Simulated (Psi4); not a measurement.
**CF (SMILES [C]F) at UPBE/cc-pVTZ**

What is the vertical doublet–quartet gap of CF at UPBE/cc-pVTZ? 

The results are computed with Psi4 1.11.

2 further runs of the same task are left out: 2 that didn't finish.

## (1) The system as given

CF has 2 atoms, charge 0, and is taken as a doublet. As SMILES, `[C]F`. The coordinates come from a PBE0-D4/def2-TZVP relaxation.

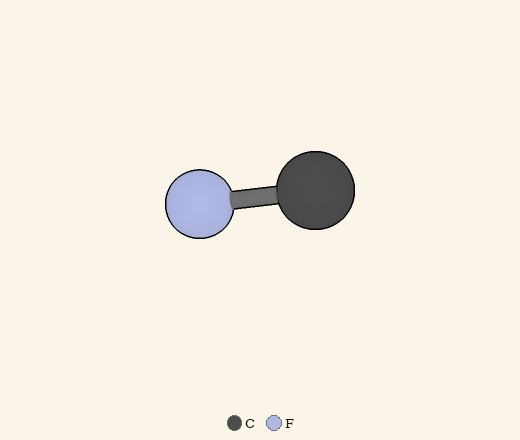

The structure, seen from a chosen angle (carbon dark grey, fluorine light blue).

## (2) Energy and forces at UPBE/cc-pVTZ

File job.json:

```json
{
 "schema_name": "qcschema_input",
 "schema_version": 1,
 "molecule": {
  "schema_name": "qcschema_molecule",
  "schema_version": 2,
  "symbols": ["C", "F"],
  "geometry": [0.0, 0.0, 0.00582036, 0.0, 0.0, 2.40244662],
  "molecular_charge": 0,
  "molecular_multiplicity": 2,
  "fix_symmetry": "c1"
 },
 "driver": "gradient",
 "model": {
  "method": "pbe",
  "basis": "cc-pVTZ"
 },
 "keywords": {
  "reference": "uks",
  "puream": true,
  "e_convergence": 1e-09,
  "d_convergence": 1e-08,
  "scf_type": "pk",
  "dft_radial_points": 99,
  "dft_spherical_points": 590,
  "maxiter": 100
 }
}
```

Started as:

```sh
$ psi4 --qcschema job.json -n 1 --memory 2200MB
```

stdout:

```text
[...]
  Running in c1 symmetry.
[...]
  Nuclear repulsion =   22.531673336500951
[...]
  Multiplicity = 2
[...]
  Nalpha       = 8
  Nbeta        = 7
[...]
    Number of basis functions: 60
[...]
   @UKS iter   1:  -137.65324980500074   -2.51995e-01   4.28642e-03 DIIS/ADIIS
[...]
   @UKS iter  10:  -137.68835792830203   -7.90124e-12   5.88082e-09 DIIS
[...]
   @S^2 Observed:                7.530072880E-01
[...]
    Orbital Energies [Eh]
    ---------------------
    Alpha Occupied:
       1A    -24.369405     2A    -10.026863     3A     -1.232090
       4A     -0.633820     5A     -0.491407     6A     -0.489705
       7A     -0.361917     8A     -0.162558
    Alpha Virtual:
       9A     -0.146383    10A      0.096995    11A      0.256441
      12A      0.265072    13A      0.283104    14A      0.341615
      15A      0.588533    16A      0.592281    17A      0.597953
      18A      0.674547    19A      0.676954    20A      0.790049
      21A      0.791617    22A      1.036708    23A      1.389221
      24A      1.778494    25A      1.779399    26A      1.801014
[...]
  @UKS Final Energy:  -137.68835792830203
   => Energetics <=
    Nuclear Repulsion Energy =             22.5316733365009512
    One-Electron Energy =                -234.0412749678192768
    Two-Electron Energy =                  89.3915906710928994
    DFT Exchange-Correlation Energy =     -15.5703469680765796
    Empirical Dispersion Energy =           0.0000000000000000
    VV10 Nonlocal Energy =                  0.0000000000000000
    Total Energy =                       -137.6883579283020254
[...]
 Multipole Moments:
 ------------------------------------------------------------------------------------
     Multipole            Electronic (a.u.)      Nuclear  (a.u.)        Total (a.u.)
 ------------------------------------------------------------------------------------
 L = 1.  Multiply by 2.5417464519 to convert [e a0] to [Debye]
 Dipole X            :         -0.0000000            0.0000000           -0.0000000
 Dipole Y            :          0.0000000            0.0000000            0.0000000
 Dipole Z            :          0.8446029           -0.4631463            0.3814566
 Magnitude           :                                                    0.3814566
[...]
  -Total Gradient:
     Atom            X                  Y                   Z
    ------   -----------------  -----------------  -----------------
       1        0.000000000000     0.000000000000     0.016845784090
       2       -0.000000000000     0.000000000000    -0.016846295062
[...]
```

The result, in JSON:

```text
{
 "driver": "gradient",
 "model": {
  "method": "pbe",
  "basis": "cc-pVTZ"
 },
 "success": true,
 "return_result": [5.5820765607155016e-14, 1.5063453849060725e-15, 0.016845784089817573, -1.7548841549815666e-13, 2.1659857433573686e-15, -0.01684629506231783],
 "properties": {
  "calcinfo_nbasis": 60,
  "calcinfo_nmo": 60,
  "calcinfo_nalpha": 8,
  "calcinfo_nbeta": 7,
  "calcinfo_natom": 2,
  "nuclear_repulsion_energy": 22.53167333650095,
  "return_energy": -137.68835792830203,
  "return_gradient": [5.5820765607155016e-14, 1.5063453849060725e-15, 0.016845784089817573, -1.7548841549815666e-13, 2.1659857433573686e-15, -0.01684629506231783],
  "scf_one_electron_energy": -234.04127496781928,
  "scf_two_electron_energy": 89.3915906710929,
  "scf_xc_energy": -15.57034696807658,
  "scf_dipole_moment": [-2.5737352343110075e-16, 2.353770431803009e-15, 0.38145660091335076],
  "scf_total_energy": -137.68835792830203,
  "scf_total_gradient": [5.5820765607155016e-14, 1.5063453849060725e-15, 0.016845784089817573, -1.7548841549815666e-13, 2.1659857433573686e-15, -0.01684629506231783],
  "scf_iterations": 10
 }
}
```

Wall time 19 s (1 thread of Intel Xeon at 2.50GHz (Skylake/Cascade Lake), shared host); peak memory 0.44 GiB.

## (3) The quartet: a single-point energy at UPBE/cc-pVTZ

File cf.xyz:

```xyz
2
CF
C      0.000000     0.000000     0.003080
F      0.000000     0.000000     1.271320
```

File cf_ase.py:

```python
import numpy as np
from ase.calculators.psi4 import Psi4
from ase.io import read

mol = read('cf.xyz')
calc = Psi4(atoms=mol, method='pbe', basis='cc-pVTZ', memory='2200MB', num_threads=1, charge=0, multiplicity=4, label='psi4-calc', reference='uks')
calc.psi4.set_options({'puream': True, 'e_convergence': 1e-09, 'd_convergence': 1e-08, 'scf_type': 'pk', 'dft_radial_points': 99, 'dft_spherical_points': 590, 'maxiter': 100})
mol.calc = calc

print(f'energy: {mol.get_potential_energy():.6f} eV')
```

Started as:

```sh
$ python cf_ase.py
```

psi4-calc.dat:

```text
[...]
  Running in c1 symmetry.
[...]
  Nuclear repulsion =   22.531673323803066
[...]
  Multiplicity = 4
[...]
  Nalpha       = 9
  Nbeta        = 6
[...]
    Number of basis functions: 60
[...]
   @UKS iter   1:  -137.52215873715073   -1.20904e-01   4.05121e-03 ADIIS/DIIS
[...]
   @UKS iter  10:  -137.55706809972787   -6.82121e-13   3.09586e-09 DIIS
[...]
   @S^2 Observed:                3.752385124E+00
[...]
    Orbital Energies [Eh]
    ---------------------
    Alpha Occupied:
       1A    -24.331743     2A    -10.028284     3A     -1.201475
       4A     -0.617489     5A     -0.464053     6A     -0.464053
       7A     -0.431933     8A     -0.183696     9A     -0.183696
    Alpha Virtual:
      10A      0.085079    11A      0.245311    12A      0.245311
      13A      0.251447    14A      0.322355    15A      0.574138
      16A      0.574138    17A      0.600758    18A      0.674933
      19A      0.674933    20A      0.783512    21A      0.783512
      22A      1.009334    23A      1.413444    24A      1.786505
      25A      1.786505    26A      1.802081    27A      1.802081
[...]
  @UKS Final Energy:  -137.55706809972787
   => Energetics <=
    Nuclear Repulsion Energy =             22.5316733238030658
    One-Electron Energy =                -234.1831983379389044
    Two-Electron Energy =                  89.7572120018321158
    DFT Exchange-Correlation Energy =     -15.6627550874241308
    Empirical Dispersion Energy =           0.0000000000000000
    VV10 Nonlocal Energy =                  0.0000000000000000
    Total Energy =                       -137.5570680997278714
[...]
 Multipole Moments:
 ------------------------------------------------------------------------------------
     Multipole            Electronic (a.u.)      Nuclear  (a.u.)        Total (a.u.)
 ------------------------------------------------------------------------------------
 L = 1.  Multiply by 2.5417464519 to convert [e a0] to [Debye]
 Dipole X            :          0.0000000            0.0000000            0.0000000
 Dipole Y            :          0.0000000            0.0000000            0.0000000
 Dipole Z            :          0.3471332           -0.4631463           -0.1160131
 Magnitude           :                                                    0.1160131
[...]
```

The script printed:

```text
energy: -3743.118480 eV
```

It took 18 s on 1 thread of Intel Xeon at 2.50GHz (Skylake/Cascade Lake), shared host; peak memory 0.45 GiB.

## (4) Summary of results

At UPBE/cc-pVTZ:

| quantity | value |
| --- | --- |
| doublet: total energy | -137.68836 Eh |
| doublet: dipole moment | 0.97 D |
| doublet: HOMO energy (highest over α and β) | -4.42 eV |
| doublet: LUMO energy (lowest over α and β) | -3.98 eV |
| doublet: ⟨S²⟩ | 0.753 |
| doublet: largest force on an atom | 0.866 eV/Å |
| quartet: total energy | -137.55707 Eh |
| quartet: dipole moment | 0.29 D |
| quartet: HOMO energy (highest over α and β) | -5.00 eV |
| quartet: ⟨S²⟩ | 3.752 |
| vertical energy of the quartet above the doublet | 3.573 eV |

At this shape the quartet lies 3.57 eV (82 kcal/mol) above the doublet. The largest force (doublet) is 0.87 eV/Å: the shape isn't a stationary point for this species at this level.
